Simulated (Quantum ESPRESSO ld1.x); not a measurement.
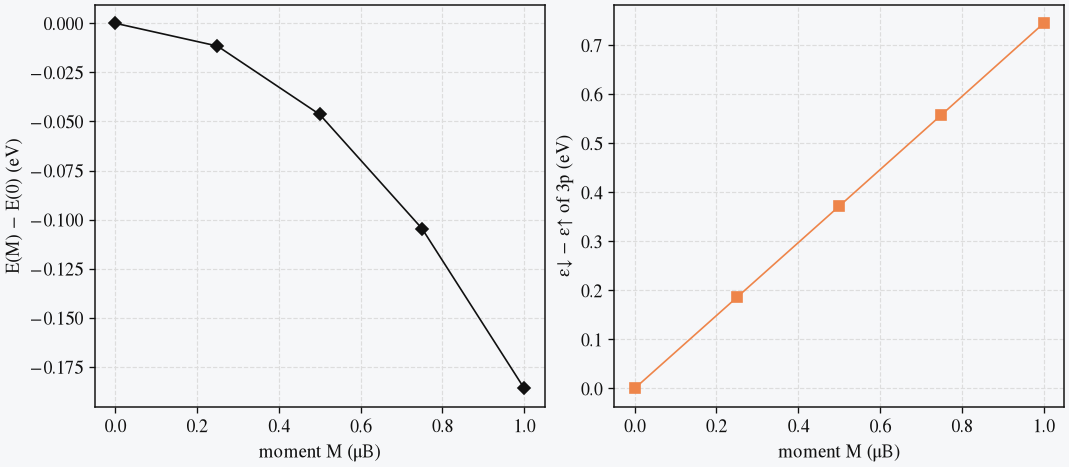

For Cl in [Ne] 3s2 3p5, the spin moment of the 3p shell is fixed at a series of values. Theory: scalar-relativistic Kohn-Sham, LDA (Slater exchange, Perdew-Zunger correlation), spin-polarised, spherical densities, point nucleus (computed with Quantum ESPRESSO ld1.x 7.5). The plot shows the energy and the exchange splitting.

**Describe both curves.**

The energy falls with the moment, to −0.186 eV at M = 1 μB, the largest moment run; with one electron or hole in the shell the exact energy would hardly depend on M, so most of the fall is the functional's fractional-spin error. A fit E = −I M²/4 gives an exchange integral I of about 0.74 eV, and the exchange splitting grows nearly in proportion to M, to 0.745 eV (0.74 eV per μB).
